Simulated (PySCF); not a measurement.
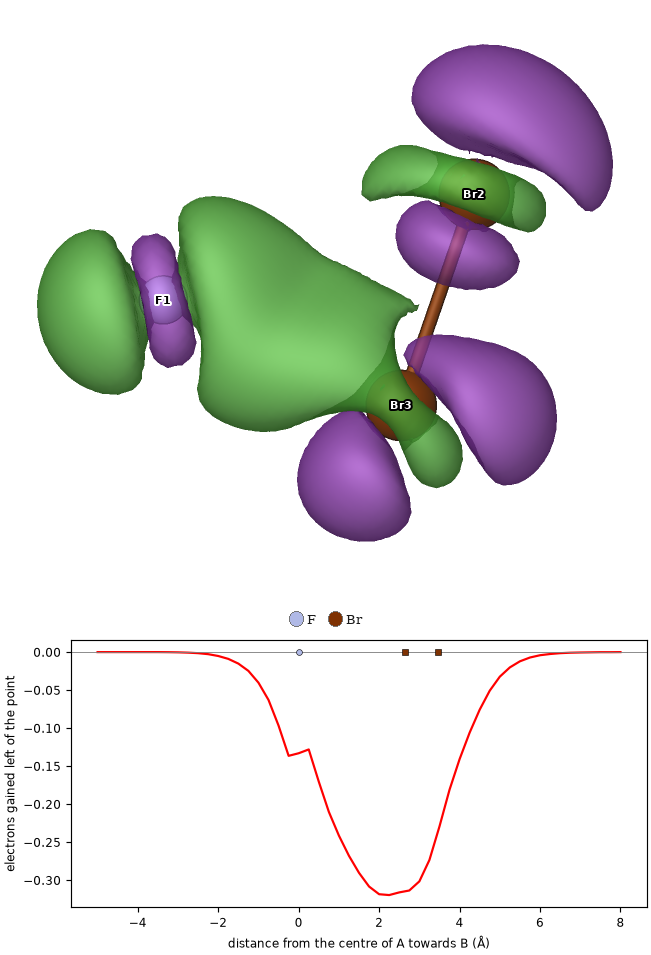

*Br2F, charge −1, SMILES `[F-].BrBr`. Density of the complex less the densities of the two fragments at the same geometry, ±0.01 e/Å³ (purple: gain, green: loss). Fragment A: F(−1) (atom 1); fragment B: Br2. Below: the charge-displacement curve along the line of centres (A on the left).*

PySCF calculation, PBE/def2-SVPD, gas phase; geometry: GFN2-xTB. GFN2-xTB bond lengths at metals and heavier atoms can be off by up to 0.1 Å and shapes distorted, which carries into these values.

Input script:

```python
import numpy as np
from pyscf import gto, scf, dft
from pyscf.scf import atom_ks, atom_hf
from scipy.linalg import block_diag
from pyscf.dispersion import dftd3

def solve(mol, dm0=None, hcore=None):
    mf = (dft.UKS if mol.spin else dft.RKS)(mol, xc='pbe')
    mf.grids.level = 3
    mf = mf.density_fit(auxbasis='def2-universal-jkfit')
    mf.conv_tol, mf.max_cycle = 1e-8, 80
    if hcore is not None:
        mf.get_hcore = lambda *args: hcore
    mf.kernel(dm0)
    if not mf.converged:
        mf = mf.newton().run(mf.mo_coeff, mf.mo_occ, max_cycle=30)
    assert mf.converged, 'SCF not converged'
    return mf

mol = gto.M(atom='''
F     -1.75803     2.06169     0.00000
Br     1.38483     0.18878     0.00000
Br    -0.93277    -0.71893     0.00000
''', basis='def2-svpd', charge=-1, spin=0, verbose=4)
mol_a = gto.M(atom='''
F     -1.75803     2.06169     0.00000
ghost-Br     1.38483     0.18878     0.00000
ghost-Br    -0.93277    -0.71893     0.00000
''', basis='def2-svpd', charge=-1, spin=0, verbose=4)
mol_b = gto.M(atom='''
ghost-F     -1.75803     2.06169     0.00000
Br     1.38483     0.18878     0.00000
Br    -0.93277    -0.71893     0.00000
''', basis='def2-svpd', charge=0, spin=0, verbose=4)
ab, a, b = solve(mol), solve(mol_a), solve(mol_b)
e_int = ab.e_tot - a.e_tot - b.e_tot
print('counterpoise-corrected interaction energy / kcal/mol', e_int * 627.5095)
def disp(atoms, charge):
    m = gto.M(atom=atoms, charge=charge, basis='sto-3g', spin=None, unit='Bohr', verbose=0)
    return dftd3.DFTD3Dispersion(m, xc='pbe', version='d3bj').get_dispersion()['energy']
e_disp = disp(mol._atom, mol.charge) - disp(mol._atom[:1], mol_a.charge) - disp(mol._atom[1:], mol_b.charge)
print('D3(BJ) part / kcal/mol', e_disp * 627.5095)
# spherically averaged free atoms, for the promolecule
atm = atom_ks.get_atm_nrks(mol, xc='pbe')
pro = block_diag(*[(atm[a[0]][2] * atm[a[0]][3]) @ atm[a[0]][2].T for a in mol._atom])
np.savez('result.npz', e_int=e_int, e_disp=e_disp, dm_a=a.make_rdm1(), dm_b=b.make_rdm1(), c=ab.mo_coeff, occ=ab.mo_occ, eps=ab.mo_energy, pro=pro, d=[f.dip_moment(verbose=0) for f in (ab, a, b)])
```

Command:

```sh
OMP_NUM_THREADS=1 python input.py
```

The run took 91 s on 1 thread of Intel(R) Xeon(R) 6975P-C (Granite Rapids), with other jobs on the host, peak memory 0.35 GiB.

Partitions, critical points and surface values were worked out afterwards from this run's density.

> How is the density rearranged on binding?

Hirshfeld charges show 0.240 e passing from A to B. By Hirshfeld charges, electrons gather most on Br2 (−0.172 e) and leave F1 most (+0.240 e); 0.49 e is displaced in all.

> What is the interaction energy, and which contacts carry it?

The counterpoise-corrected interaction energy of the frozen fragments is −13.8 kcal/mol without dispersion correction and −14.3 kcal/mol with D3(BJ). The pair geometry is semi-empirical, not a minimum at this level. Contacts: F1···Br3, 2.90 Å, ρ = 0.017 a.u. The pose is a local one from a semi-empirical search, not shown to be the most stable.
